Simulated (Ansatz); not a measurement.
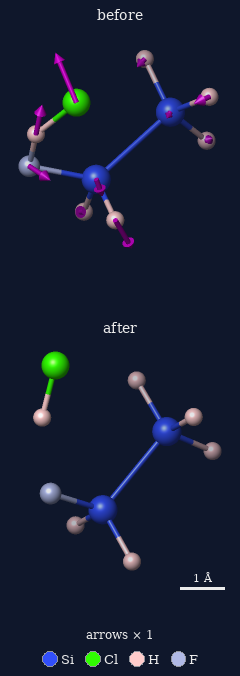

The structure of Si₂H₆ClF (started from a transition state, displaced along its imaginary mode) before (top) and after (bottom) a relaxation, at one scale. The purple arrows give the displacements, at their true length.

Style: ball-and-stick. Shown from a free direction.

These are results of RKS PBE0-D4/def2-TZVP (Ansatz), not measurements. Set-up: force threshold 0.005 eV/Å; at most 200 steps.

### Describe what moved and what it gained.

Over 24 accepted moves (26 points after the start) the energy falls by 1.179 eV. Largest force component: 3 eV/Å at the start, 0.0013 eV/Å at the end. The line search rejected the trial steps at points 7, 14 of the run. The largest move after the best rigid fit is that of the Cl atom, 1.26 Å. By element the largest moves are Cl 1.26 Å, H 1.10 Å, F 0.73 Å, Si 0.52 Å. Among the contacts that change: Cl–Si 2.735 → 4.183 Å, H–Si 2.113 → 3.207 Å, F–H 1.186 → 1.996 Å, Cl–H 1.448 → 1.286 Å. Among the angles between lasting bonds that change: Si–Si–F 128.0° → 110.6°, H–Si–F 93.6° → 106.6°, H–Si–Si 104.8° → 111.8°. Groups turn about Si–Si by about 30°. The run took of the order of 5 core-minutes on a shared host.
